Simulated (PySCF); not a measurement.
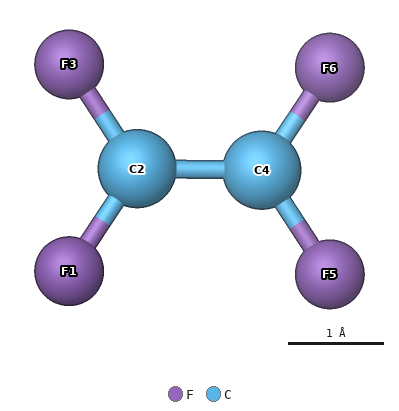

*The input geometry (ball-and-stick view, seen on its broad side; atoms are numbered from 1 in the order of the input).*

## Run report: C$_{2}$F$_{4}$, single-point calculation

C$_{2}$F$_{4}$, SMILES FC(F)=C(F)F, computed with HF/STO-6G, RHF (PySCF 2.14.0).

The geometry comes from this level: PBE0-D4/def2-TZVP.

## The input (run.py)
```python
# FC(F)=C(F)F
from pyscf import gto

mol = gto.Mole()
mol.atom = '''
F        1.169200      -1.134500      -0.708000
C        0.202500      -0.640200       0.025700
F       -0.337500      -1.520600       0.832300
C       -0.188400       0.618800      -0.041100
F        0.351500       1.499300      -0.847600
F       -1.155200       1.113100       0.692600
'''
mol.basis = 'sto-6g'
mol.verbose = 3
mol.max_memory = 1860
mol.cart = True
mol.build()

myscf = mol.RHF()
myscf = myscf.density_fit(auxbasis='cc-pvdz-jkfit')
myscf.kernel()

etot = myscf.e_tot
print(f'total energy: {etot:.8f} hartree')
```

Run on 1 thread of Arm Neoverse V2, 24 GiB of memory available, shared host.

Run as:
```bash
OMP_NUM_THREADS=1 python run.py
```

## What the program printed
```
converged SCF energy = -471.336263900027
total energy: -471.33626390 hartree
```

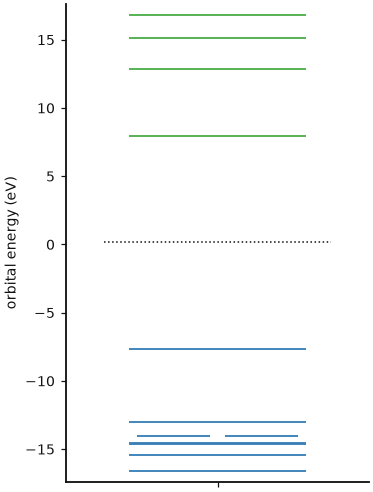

*Orbital energies near the frontier; the dotted line parts filled from empty levels, and levels within 0.02 eV of each other stand side by side.*

Highest filled −7.66 eV, lowest empty 7.97 eV, 15.63 eV apart.

## Key numbers

| quantity | value |
| --- | --- |
| outcome | converged |
| total energy | −471.336264 hartree |
| basis functions | 30 |
| HOMO | −7.66 eV |
| LUMO | 7.97 eV |
| dipole moment | 0.00 D |
| wall time | 0.76 s |
| peak memory | 0.12 GiB |
